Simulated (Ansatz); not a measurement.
# SiCl2OF (SMILES [O][Si](F)(Cl)Cl) at UBLYP/cc-pVDZ

Aim: the electronic atomisation energy of SiCl2OF at UBLYP/cc-pVDZ, from 5 runs. 

Program for the calculation: Ansatz 0.2.0.

73 further runs of the same task are left out: 9 that didn't finish, 64 set aside as unsound or not needed.

### 1 Starting point

SiCl2OF has 5 atoms, charge 0, and is taken as a doublet. SMILES: `[O][Si](F)(Cl)Cl`. The coordinates come from a PBE0-D4/def2-TZVP relaxation.

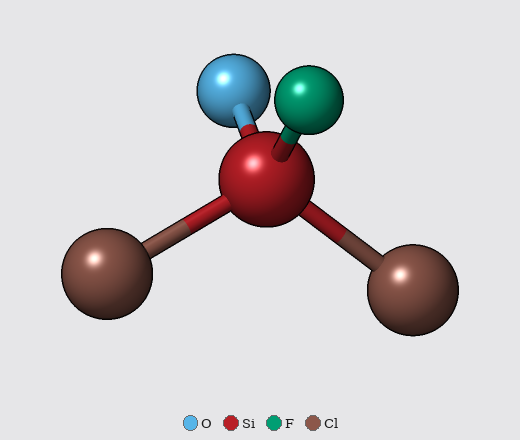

Viewed from a chosen angle; oxygen blue, silicon red, fluorine teal, chlorine brown.

### 2 A single-point energy at UBLYP/cc-pVDZ

in.yaml reads:

```yaml
crystal:
  periodic: [false, false, false]
  atoms:
    - {symbol: O, position_ang: [1.205200, -1.120900, 0.351000]}
    - {symbol: Si, position_ang: [0.002000, -0.037300, 0.071900]}
    - {symbol: F, position_ang: [-0.944500, 0.175500, 1.311100]}
    - {symbol: Cl, position_ang: [-1.088600, -0.815800, -1.428500]}
    - {symbol: Cl, position_ang: [0.875700, 1.725000, -0.347000]}
basis:
  gaussian:
    orbitals: cc-pVDZ
magnetization:
  spin_polarized: true
  initial_magnetization: 1
hamiltonian:
  xc: {name: BLYP}
accuracy: high
output: {orbitals: {seedname: orbitals}}
```

On the command line:

```sh
ansatz run in.yaml --threads 1 --pin off --max-ram 3480MiB --events-out events.jsonl --progress --plain --runs-dir runs
```

Standard output:

```text
Warning: RAYON_NUM_THREADS=1 ignored (pool sized by the plan → 1); use --threads N
Functional definition: BLYP
  name "BLYP"
  parameter beta = 0.0042
  parameter a = 0.04918
  parameter b = 0.132
  parameter c = 0.2533
  parameter d = 0.349
  exchange = b88_x(beta = beta)
  correlation = lyp_c(a = a, b = b, c = c, d = d)
1763 factors; integrals over basis functions are off by at most 3.0e-9 eV
mean field evaluation 1: about -37674.2601 eV, gradient 5.6e1 eV
mean field evaluation 2: about -37450.9307 eV, gradient 1.5e2 eV
mean field evaluation 4: about -37683.8605 eV, gradient 3.8e1 eV
mean field evaluation 8: about -37689.0593 eV, gradient 9.6e-1 eV
mean field evaluation 16: about -37689.0636 eV, gradient 5.5e-3 eV
mean field evaluation 32: about -37689.0636 eV, gradient 2.1e-8 eV
mean field -37689.06358938 eV, -1385.0475403447 hartree, gradient 2.1e-8 eV, S^2 0.752312; 6 other end points of the search recorded, 0 dependent functions left out
reference -37689.06363864 eV, -1385.0475421552 hartree; 33, 32 occupied and 49, 50 virtual orbitals, 1763 factors
Total energy: -37689.06363864 eV, -1385.0475421552 hartree
```

Run time: 19 s. Hardware: 1 thread of Arm Neoverse V2, shared host; peak memory 0.27 GiB.

### 3 The Cl atom

in.yaml reads:

```yaml
crystal:
  periodic: [false, false, false]
  atoms:
    - {symbol: Cl, position_ang: [0.000000, 0.000000, 0.000000]}
basis:
  gaussian:
    orbitals: cc-pVDZ
magnetization:
  spin_polarized: true
  initial_magnetization: 1
hamiltonian:
  xc: {name: BLYP}
accuracy: high
```

Run the same way, it converges to -460.13939 Eh (log not shown).

### 4 The F atom

job.yaml reads:

```yaml
crystal:
  periodic: [false, false, false]
  atoms:
    - {symbol: F, position_ang: [0.000000, 0.000000, 0.000000]}
basis:
  gaussian:
    orbitals: cc-pVDZ
magnetization:
  spin_polarized: true
  initial_magnetization: 1
hamiltonian:
  xc: {name: BLYP}
accuracy: high
```

Run the same way, it converges to -99.71336 Eh (log not shown).

### 5 The O atom, same level

input.yaml reads:

```yaml
crystal:
  periodic: [false, false, false]
  atoms:
    - symbol: O
      position_ang: [0.000000, 0.000000, 0.000000]
basis:
  gaussian: {orbitals: cc-pVDZ}
magnetization: {spin_polarized: true, initial_magnetization: 2}
hamiltonian: {xc: {name: BLYP}}
accuracy: high
```

Run the same way, it converges to -75.05452 Eh (log not shown).

### 6 The Si atom at the same level

molecule.yaml reads:

```yaml
crystal:
  periodic: [false, false, false]
  atoms:
    - symbol: Si
      position_ang: [0.000000, 0.000000, 0.000000]
basis:
  gaussian:
    orbitals: cc-pVDZ
magnetization:
  spin_polarized: true
  initial_magnetization: 2
hamiltonian:
  xc: {name: BLYP}
accuracy: high
```

Run the same way, it converges to -289.37230 Eh (log not shown).

### 7 Results

At UBLYP/cc-pVDZ:

```
                                    quantity           value
                      molecule: total energy  -1385.04754 Eh
molecule: HOMO energy (highest over α and β)        -7.51 eV
 molecule: LUMO energy (lowest over α and β)        -6.86 eV
                              molecule: ⟨S²⟩           0.752
                       Cl atom: total energy   -460.13939 Eh
                               Cl atom: ⟨S²⟩           0.751
                        F atom: total energy    -99.71336 Eh
                                F atom: ⟨S²⟩           0.751
                        O atom: total energy    -75.05452 Eh
                                O atom: ⟨S²⟩           2.002
                       Si atom: total energy   -289.37230 Eh
                               Si atom: ⟨S²⟩           2.002
               electronic atomisation energy       17.105 eV
```

What this shows: Taking the molecule apart into free atoms costs 17.10 eV (1650 kJ/mol), before zero-point energy and without spin-orbit coupling.
